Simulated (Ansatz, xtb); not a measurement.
# Redistribution: Si(CH3)Cl3 + SiH3(SiH3) → SiH(CH3)Cl2 + SiH2(SiH3)Cl

Species: Si(CH3)Cl3 (methyltrichlorosilane), singlet; SiH3(SiH3) (disilane), singlet; SiH(CH3)Cl2 (methyldichlorosilane), singlet; SiH2(SiH3)Cl, singlet. The partners trade Cl for H; both sit on Si, so the bond types are kept.

Shapes, held fixed at every level: PBE0-D4/def2-TZVP. Programs: Ansatz 0.2.0, xtb 6.7.1. The zero-point and thermal change to 298 K, harmonic and unscaled (PBE0-D4/def2-TZVP), is +1.8 kJ/mol.

```tsv
level	kind	ΔH(298 K) (kJ/mol)	less CCSD(T)/CBS estimate	CPU time (sum over the molecules)
GFN1-xTB	semi-empirical	-44.0	-55.4	0.12 s
PBE-D4/def2-TZVPP	GGA	+15.1	+3.7	21 s
B3LYP-D4/def2-TZVPP	global hybrid	+12.7	+1.3	39 s
PBE0-D4/def2-TZVPP	global hybrid	+13.9	+2.5	28 s
wB97M-V/def2-TZVPP	range-separated hybrid	+13.6	+2.2	94 s
wB97X-V/def2-TZVPP	range-separated hybrid	+12.1	+0.7	68 s
MP2/def2-TZVPP	perturbation theory	+14.3	+2.9	–
CCSD(T)/def2-SVP	coupled cluster or CI	+18.4	+7.0	18 s
CCSD(T)/CBS estimate	coupled cluster or CI	+11.4	0.0	11 min
```

The highest level, CCSD(T)/CBS estimate, gives ΔH(298 K) = +11.4 kJ/mol; the levels span -44.0 to +18.4. They disagree on the sign: 8 of 9 are positive. The column of differences is taken from that level and isn't an error. No measured value is set beside it here. The CBS estimate extrapolates MP2 from def2-TZVPP and def2-QZVPP and adds CCSD(T) − MP2 in the triple-zeta set, cores frozen. Times are processor times on shared x86 and Arm servers, and rough.

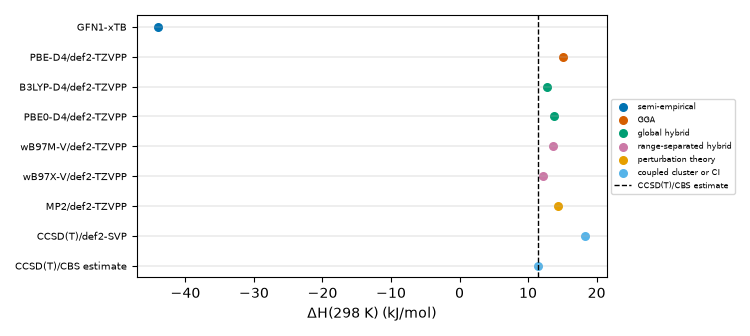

The values of the table, level by level.
